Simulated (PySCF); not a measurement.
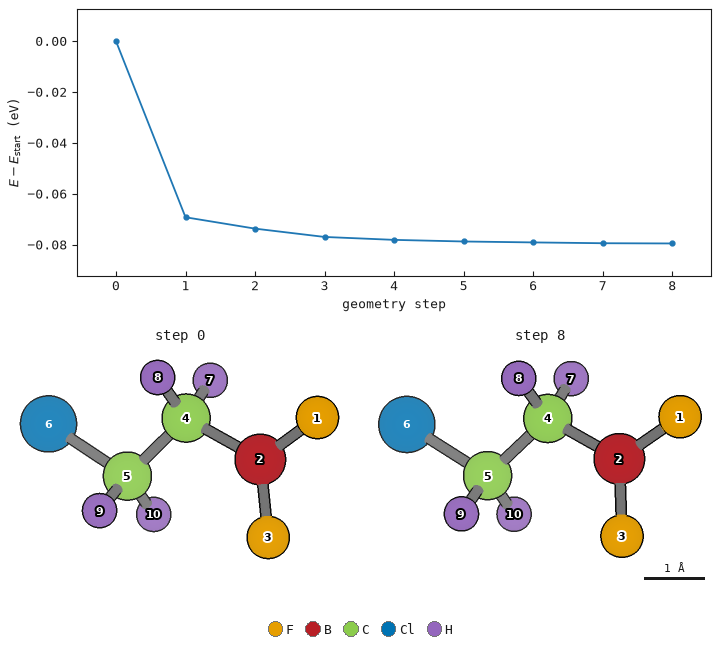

First and last geometry of a relaxation of C2H4BClF2, with the history of the run. The picture is a ball-and-stick view, seen at a tilt.

The start comes from GFN2-xTB. Its atoms were then displaced at random by about 0.01 Å.

Method: PBE0-D3(BJ)/def2-SVP geometry optimisation, gas phase (PySCF). 

### What do the curves and the structures tell?

It converged. Over 8 geometry steps the energy falls by 0.080 eV. The atom that moves furthest after the best rigid fit is F3 (0.14 Å). Largest moves by element: F 0.14 Å, H 0.08 Å, Cl 0.03 Å, C 0.03 Å, B 0.02 Å. Some distances before and after: B2–C4 1.614 → 1.565 Å, C5–H10 1.069 → 1.099 Å, C4–H8 1.089 → 1.105 Å, F1–B2 1.303 → 1.320 Å. Bond angles that change, for instance: H9–C5–H10 111.1° → 107.8°.
